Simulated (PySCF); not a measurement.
**C$_{4}$H$_{11}$BO$_{4}$Si: a changed input and its effect**

System: C$_{4}$H$_{11}$BO$_{4}$Si, SMILES COB(CC(=O)O[SiH3])OC.
Method of the first run: GIAO CAM-B3LYP/pcSseg-1 NMR shielding, non-relativistic, gas phase (PySCF 2.14.0).

The geometry comes from this level: PBE0-D3(BJ)/def2-SVP. Text and figures count atoms from 1; the logs count them from 0 in places.

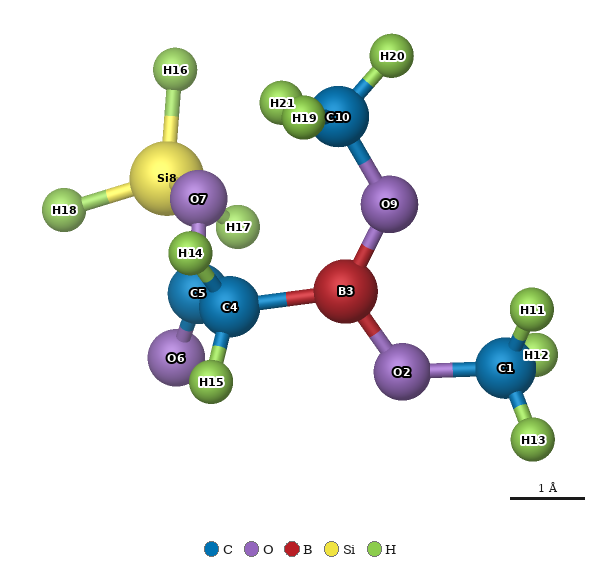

Figure 1. The structure as given in the input (ball-and-stick view, seen at a tilt; atoms are numbered from 1 in the order of the input). Bond lengths as drawn: B–C 1.60 Å, B–O 1.35 to 1.36 Å, C–C 1.49 Å, C–H 1.10 Å, C–O 1.21 to 1.41 Å, H–Si 1.49 Å and O–Si 1.72 Å.

The input, the first run:
```
{"job": {"kind": "nmr", "xc": "CAM-B3LYP", "basis": "pcSseg-1", "pop": false}, "charge": 0, "multiplicity": 1}
C     -3.025141     0.904092    -0.858333
O     -1.909288     1.207916    -0.058856
B     -1.101063     0.251078     0.451803
C      0.148518     0.753679     1.308429
C      1.317195     0.998487     0.411014
O      1.730891     2.073556     0.055167
O      1.894742    -0.137470    -0.028343
Si     3.217037     0.071966    -1.108629
O     -1.390657    -1.052275     0.210359
C     -0.644785    -2.133078     0.708572
H     -3.450909    -0.080264    -0.611591
H     -2.744295     0.904074    -1.924255
H     -3.786400     1.682041    -0.702133
H      0.428208    -0.000451     2.058759
H     -0.108756     1.700303     1.798691
H      3.608569    -1.332792    -1.404847
H      2.778321     0.756319    -2.352553
H      4.334516     0.786173    -0.438370
H     -0.826491    -2.279642     1.787080
H     -0.968745    -3.043223     0.183939
H      0.434397    -1.993899     0.543220
```

The first line tells a small driver script what to run in PySCF; the rest is the geometry in Å.

Command:
```bash
OMP_NUM_THREADS=1 python <driver script> task.json out
```

Hardware: 1 CPU thread, shared host.

Output (the first run):
```
coarse grid: 18224 points
cycle   1  E = -773.7788543279  dE =  1.564e+00  |g| = 1.270e+00  |ddm| = 3.911e+00
cycle   2  E = -773.5398224436  dE =  2.390e-01  |g| = 1.776e+00  |ddm| = 1.775e+00
cycle   3  E = -774.0644843314  dE = -5.247e-01  |g| = 1.978e-01  |ddm| = 1.081e+00
cycle   4  E = -774.0699240220  dE = -5.440e-03  |g| = 1.049e-01  |ddm| = 1.703e-01
cycle   5  E = -774.0717181762  dE = -1.794e-03  |g| = 1.854e-02  |ddm| = 6.566e-02
cycle   6  E = -774.0717888713  dE = -7.070e-05  |g| = 5.074e-03  |ddm| = 1.632e-02
cycle   7  E = -774.0717947354  dE = -5.864e-06  |g| = 1.419e-03  |ddm| = 4.591e-03
final grid: 171896 points
cycle   8  E = -774.1851047162  dE = -4.231e-05  |g| = 5.088e-03  |ddm| = 1.721e-02
cycle   9  E = -774.1851036777  dE =  1.039e-06  |g| = 5.878e-03  |ddm| = 6.380e-03
cycle  10  E = -774.1851099121  dE = -6.234e-06  |g| = 9.708e-04  |ddm| = 3.489e-03
cycle  11  E = -774.1851100665  dE = -1.544e-07  |g| = 2.807e-04  |ddm| = 6.646e-04
cycle  12  E = -774.1851100779  dE = -1.135e-08  |g| = 1.441e-04  |ddm| = 2.499e-04
cycle  13  E = -774.1851100815  dE = -3.612e-09  |g| = 1.756e-05  |ddm| = 8.827e-05
cycle  14  E = -774.1851100816  dE = -8.549e-11  |g| = 4.892e-06  |ddm| = 2.252e-05
converged SCF energy = -774.1851100816

GIAO shielding tensors (ppm)
atom      isotropic    diamagn.    paramagn.     s11        s22        s33       span
  0 C      130.884     240.455    -109.571    101.018    111.112    180.521     79.503
  1 O      228.559     397.099    -168.540     97.572    252.392    335.714    238.142
  2 B       71.378     197.070    -125.693     61.844     67.584     84.704     22.860
  3 C      156.774     254.377     -97.603    135.645    147.328    187.348     51.703
  4 C       -0.088     253.830    -253.918   -105.606     34.983     70.360    175.966
  5 O     -129.872     403.050    -532.922   -380.708   -244.817    235.908    616.616
  6 O      135.082     403.173    -268.090     -7.927    175.642    237.532    245.459
  7 Si     381.133     878.566    -497.433    343.331    352.553    447.514    104.183
  8 O      230.398     397.657    -167.259     64.385    278.123    348.686    284.302
  9 C      128.617     244.967    -116.349    103.040    103.830    178.982     75.941
 10 H       27.223      28.703      -1.480     22.616     26.790     32.263      9.647
 11 H       27.930      29.360      -1.430     23.854     25.814     34.122     10.268
 12 H       27.845      26.644       1.201     23.540     25.841     34.155     10.615
 13 H       29.239      32.573      -3.334     27.339     28.431     31.947      4.608
 14 H       29.532      31.375      -1.843     26.394     27.800     34.403      8.009
 15 H       26.948      28.988      -2.040     23.719     25.806     31.319      7.600
 16 H       26.569      29.528      -2.959     23.382     25.120     31.206      7.824
 17 H       26.550      27.619      -1.069     23.332     24.752     31.565      8.234
 18 H       27.768      29.459      -1.691     24.352     25.260     33.691      9.339
 19 H       27.574      29.045      -1.471     23.686     25.756     33.280      9.594
 20 H       26.787      32.283      -5.496     21.825     27.612     30.925      9.100
```

The input of the second run differs as follows (lines with − go, lines with + come):
```diff
-"xc": "CAM-B3LYP"
+"xc": "PBE0"
-"pop": false
```

Predict how the results change.

The total energies belong to different methods, so their difference says nothing on which is more stable or more accurate. The HOMO goes from −9.49 to −8.05 eV. The LUMO goes from 1.13 to −0.05 eV. Of all shieldings, the largest change is that of C5, by +6.6 ppm. The functional changes from CAM-B3LYP to PBE0. The number of SCF iterations is the same.

Output (the second run):
```
coarse grid: 18224 points
cycle   1  E = -773.3537414519  dE =  1.377e+00  |g| = 1.169e+00  |ddm| = 3.961e+00
cycle   2  E = -772.9271787982  dE =  4.266e-01  |g| = 1.931e+00  |ddm| = 2.009e+00
cycle   3  E = -773.5838850485  dE = -6.567e-01  |g| = 2.992e-01  |ddm| = 1.385e+00
cycle   4  E = -773.5992042941  dE = -1.532e-02  |g| = 1.089e-01  |ddm| = 2.568e-01
cycle   5  E = -773.6010866644  dE = -1.882e-03  |g| = 2.817e-02  |ddm| = 7.340e-02
cycle   6  E = -773.6012569761  dE = -1.703e-04  |g| = 5.571e-03  |ddm| = 2.372e-02
cycle   7  E = -773.6012628769  dE = -5.901e-06  |g| = 1.646e-03  |ddm| = 4.221e-03
final grid: 171896 points
cycle   8  E = -773.6982879893  dE = -3.626e-05  |g| = 1.596e-02  |ddm| = 3.137e-02
cycle   9  E = -773.6982177293  dE =  7.026e-05  |g| = 2.554e-02  |ddm| = 2.336e-02
cycle  10  E = -773.6983322494  dE = -1.145e-04  |g| = 2.915e-03  |ddm| = 1.516e-02
cycle  11  E = -773.6983338120  dE = -1.563e-06  |g| = 5.642e-04  |ddm| = 2.007e-03
cycle  12  E = -773.6983338652  dE = -5.322e-08  |g| = 1.645e-04  |ddm| = 4.567e-04
cycle  13  E = -773.6983338707  dE = -5.464e-09  |g| = 3.341e-05  |ddm| = 1.292e-04
cycle  14  E = -773.6983338709  dE = -2.042e-10  |g| = 1.171e-05  |ddm| = 3.398e-05
converged SCF energy = -773.6983338709

GIAO shielding tensors (ppm)
atom      isotropic    diamagn.    paramagn.     s11        s22        s33       span
  0 C      133.015     241.812    -108.797    103.319    113.908    181.818     78.499
  1 O      224.697     396.147    -171.450     93.061    248.294    332.736    239.675
  2 B       74.054     197.439    -123.384     64.672     71.671     85.819     21.146
  3 C      159.263     254.790     -95.526    137.544    150.796    189.450     51.906
  4 C        6.466     254.099    -247.633    -95.273     41.925     72.744    168.017
  5 O     -127.222     401.966    -529.189   -369.157   -240.574    228.064    597.220
  6 O      132.160     402.271    -270.111     -8.908    171.171    234.216    243.124
  7 Si     386.982     878.988    -492.006    349.593    358.101    453.252    103.659
  8 O      226.138     396.589    -170.451     58.988    274.566    344.860    285.872
  9 C      130.858     246.211    -115.354    105.688    106.289    180.596     74.909
 10 H       27.179      28.701      -1.522     22.537     26.728     32.271      9.735
 11 H       27.887      29.312      -1.425     23.779     25.756     34.126     10.347
 12 H       27.818      26.640       1.178     23.526     25.752     34.175     10.649
 13 H       29.087      32.452      -3.365     27.175     28.170     31.916      4.741
 14 H       29.395      31.408      -2.013     26.179     27.659     34.346      8.167
 15 H       26.819      28.906      -2.086     23.607     25.686     31.165      7.559
 16 H       26.426      29.383      -2.957     23.190     24.989     31.098      7.908
 17 H       26.402      27.539      -1.137     23.136     24.610     31.461      8.325
 18 H       27.726      29.398      -1.672     24.296     25.177     33.703      9.407
 19 H       27.551      29.018      -1.467     23.664     25.681     33.307      9.643
 20 H       26.753      32.217      -5.464     21.771     27.553     30.935      9.164
```

The two runs side by side:

```csv
quantity,the first run,the second run
outcome,converged,converged
total energy (hartree),−774.185110,−773.698334
HOMO (eV),−9.49,−8.05
LUMO (eV),1.13,−0.05
dipole moment (D),3.07,3.04
shielding of O2 (ppm),228.6,224.7
shielding of B3 (ppm),71.4,74.1
shielding of C5 (ppm),−0.1,6.5
shielding of O6 (ppm),−129.9,−127.2
shielding of O7 (ppm),135.1,132.2
shielding of Si8 (ppm),381.1,387.0
shielding of O9 (ppm),230.4,226.1
SCF iterations,14,14
basis functions,232,232
wall time (shared host),1.8 min,2 min
```
